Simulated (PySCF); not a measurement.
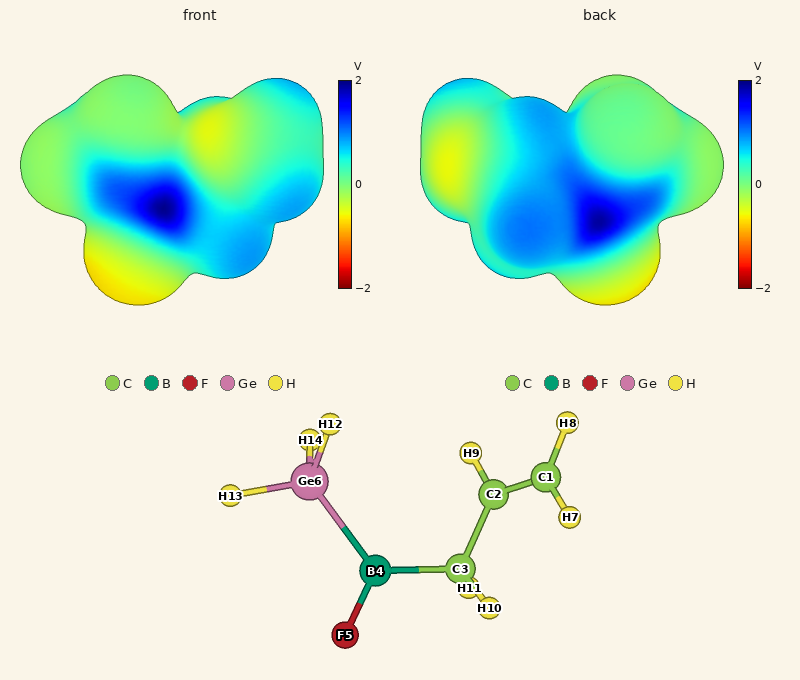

C3H8BFGe (SMILES C=CC[B](F)[GeH3]). The electrostatic potential painted on the density surface at 0.002 e/bohr³, seen from the front and from behind; red is negative and blue positive. The bare structure is drawn below in the same view.

Geometry: GFN2-xTB.

These are results of CAM-B3LYP/def2-SVPD, SCF density, gas phase in PySCF, not measurements.

Input

```
{"job": {"kind": "uv", "xc": "CAM-B3LYP", "basis": "def2-SVPD", "nstates": 8, "ntriplets": 3}, "charge": 0, "multiplicity": 1}
C     -2.221766    -0.819457     0.515790
C     -1.104499    -0.508913    -0.113690
C     -0.602132     0.884693    -0.322421
B      0.819349     1.150840     0.313764
F      1.188679     2.408619     0.468542
Ge     2.118146    -0.300805     0.873831
H     -2.877364    -0.062428     0.914884
H     -2.533460    -1.840175     0.654545
H     -0.464376    -1.291051    -0.508271
H     -1.339537     1.610687     0.030119
H     -0.502052     1.060150    -1.401635
H      1.582497    -1.239641     1.904213
H      3.416751     0.171999     1.440389
H      2.519085    -1.224991    -0.232177
```

Launched as:

```sh
OMP_NUM_THREADS=1 python probes_run.py task.json out
```

**Where is the surface potential most negative and most positive?**

The most negative region (about −0.7 V) lies over F5, the most positive (about +1.8 V) over B4.
